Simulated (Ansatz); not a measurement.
C$_{2}$H$_{2}$ClFO$_{2}$: several calculations on one system

**1. Relaxation**

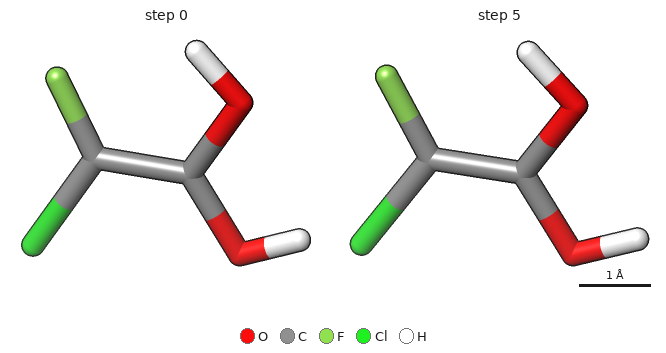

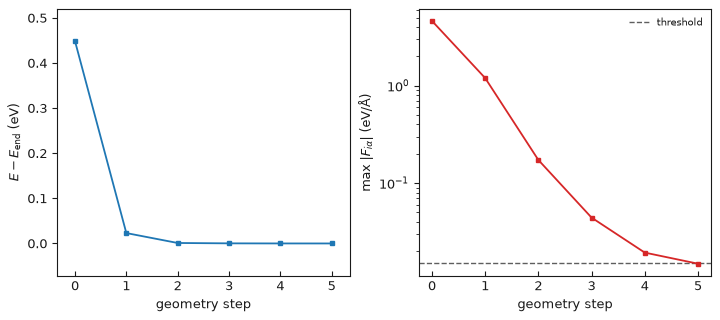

First and last geometry of a relaxation of C2H2ClFO2, with the history of the run. The picture is a stick view, seen at a tilt.

The run prepares an end point of a later path (torsion) calculation, from a guessed geometry.

Theory: RKS PBE0-D4/STO-3G in Ansatz 0.2.0.

Input file:
```yaml
crystal:
  periodic: [false, false, false]
  atoms:
    - { symbol: O, position_ang: [0.5772, -1.4288, 0.0239] }
    - { symbol: C, position_ang: [-0.2118, -0.2275, 0.1052] }
    - { symbol: O, position_ang: [-1.5078, -0.3734, 0.5912] }
    - { symbol: C, position_ang: [0.3628, 0.9771, -0.2712] }
    - { symbol: F, position_ang: [1.5551, 1.0009, -0.7661] }
    - { symbol: Cl, position_ang: [-0.6066, 2.4487, -0.1638] }
    - { symbol: H, position_ang: [1.4286, -1.1404, -0.3495] }
    - { symbol: H, position_ang: [-1.5054, -1.3137, 0.7746] }
basis:
  gaussian: { orbitals: STO-3G }
hamiltonian:
  xc: pbe0
  dispersion: d4
relax:
  f_tol: 0.015
  max_steps: 40
```

Command:
```bash
ansatz run input.yaml --threads 1 --pin off --max-ram 2048MiB --backend cpu --events-out ev --progress --plain --runs-dir out
```

Read the history and describe the run.

It converged. The atom that moves furthest after the best rigid fit is H8 (0.078 Å). By element the largest moves are H 0.078 Å, Cl 0.068 Å, F 0.059 Å, O 0.051 Å, C 0.036 Å. Among the contacts that change: C4–F5 1.291 → 1.368 Å, O3–H8 0.958 → 1.021 Å, O1–H7 0.973 → 1.021 Å, C4–Cl6 1.765 → 1.797 Å. Among the angles between lasting bonds that change: F5–C4–Cl6 121.0° → 116.8°, C2–C4–Cl6 118.7° → 122.7°, O1–C2–C4 118.8° → 122.1°. Over 5 geometry steps the energy falls by 0.449 eV. The largest force component goes from 4.6 to 0.015 eV/Å.

Limits of the set-up: STO-3G is a minimal basis, so the numbers are rough.

**2. Relaxation**

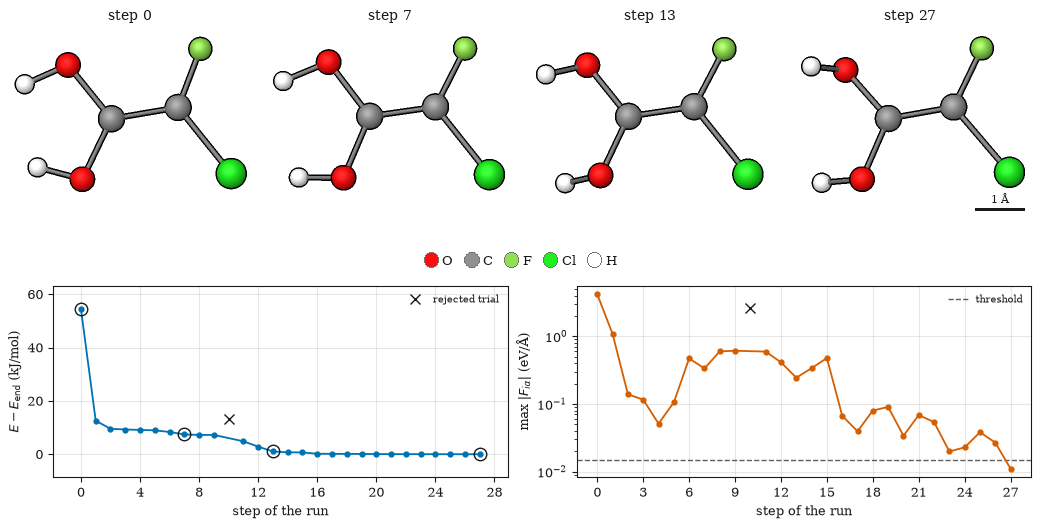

Frames of a relaxation of C$_{2}$H$_{2}$ClFO$_{2}$, marked on the history of the run. The picture is a ball-and-stick view, seen at a tilt.

The run prepares an end point of a later path (torsion) calculation, from a guessed geometry.

Computed with Ansatz 0.2.0, RKS PBE0-D4/STO-3G.

Input
```yaml
crystal:
  periodic: [false, false, false]
  atoms:
    - { symbol: O, position_ang: [0.5772, -1.4288, 0.0239] }
    - { symbol: C, position_ang: [-0.2118, -0.2275, 0.1052] }
    - { symbol: O, position_ang: [0.40892, 0.94655, -0.31122] }
    - { symbol: C, position_ang: [-1.51981, -0.31544, 0.55717] }
    - { symbol: F, position_ang: [-1.98689, -1.44343, 0.97734] }
    - { symbol: Cl, position_ang: [-2.48568, 1.15952, 0.64919] }
    - { symbol: H, position_ang: [1.4286, -1.1404, -0.3495] }
    - { symbol: H, position_ang: [1.25677, 0.59229, -0.58223] }
basis:
  gaussian: { orbitals: STO-3G }
hamiltonian:
  xc: pbe0
  dispersion: d4
relax:
  f_tol: 0.015
  max_steps: 40
```

Run as
```bash
ansatz run input.yaml --threads 1 --pin off --max-ram 2048MiB --backend cpu --events-out ev --progress --plain --runs-dir out
```

Question: What happens along the run?

Answer: Over 26 accepted moves (27 points after the start) the energy falls by 54.5 kJ/mol. The largest force component goes from 4.2 to 0.011 eV/Å. The line search rejected the trial step at point 10 of the run. The atom that moves furthest after the best rigid fit is H7 (0.60 Å). By element the largest moves are H 0.60 Å, O 0.30 Å, Cl 0.12 Å, C 0.09 Å, F 0.09 Å. Some distances before and after: O3–H8 0.958 → 1.022 Å, C4–F5 1.291 → 1.354 Å, O1–H7 0.973 → 1.022 Å, C4–Cl6 1.765 → 1.808 Å. Bond angles that change, for instance: F5–C4–Cl6 121.0° → 115.2°, C2–C4–F5 120.2° → 124.6°, O3–C2–C4 124.9° → 121.3°. Groups turn about O1–C2 by about 55°, C2–O3 by about 25°. The run took 2.4 min on 1 thread of Intel(R) Xeon(R) Processor @ 2.50GHz (Skylake/Cascade Lake) (shared host), peak memory 0.16 GiB. From step 0 to 7: H8 moves most (0.27 Å), energy −47.0 kJ/mol. From step 7 to 13: H7 moves most (0.29 Å), energy −6.40 kJ/mol. From step 13 to 27: H7 moves most (0.22 Å), energy −1.03 kJ/mol.

Limits of the set-up: STO-3G is a minimal basis, so the numbers are rough.

**3. Path**

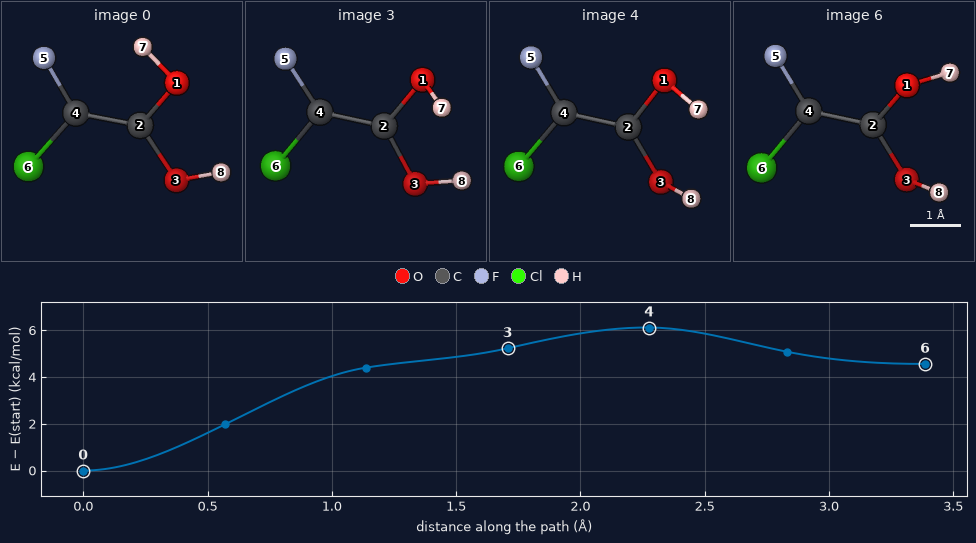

NEB run on C2H2ClFO2. Images are numbered from 0 (start) to 6 (end). A ball-and-stick model, seen at a tilt.

The calculation used Ansatz, RKS PBE0-D4/STO-3G. Run with 5 movable images; climbing image; force threshold 0.03 eV/Å; iteration limit 60; starting path through a guess of the saddle point.

Question: Read off the barrier and say what moves.

Answer: The motion is a rotation about the O1–C2 bond by about 230°, with a turn of about 30° about C2–O3. No bond forms or breaks between the ends. Bond angles that change up to the highest image, for instance: O1–C2–O3 113.6° → 120.6°, C2–C4–F5 120.5° → 124.6°. The highest point, image 4, lies 6.1 kcal/mol above the start and 1.6 kcal/mol above the end; the end is at +4.6 kcal/mol relative to the start. The band is converged.

Limits of the set-up: STO-3G is a minimal basis, so the numbers are rough.

Cost: 5.4 min on 1 thread of Intel(R) Xeon(R) Processor @ 2.50GHz (Skylake/Cascade Lake), with other jobs on the host, peak memory 0.12 GiB.
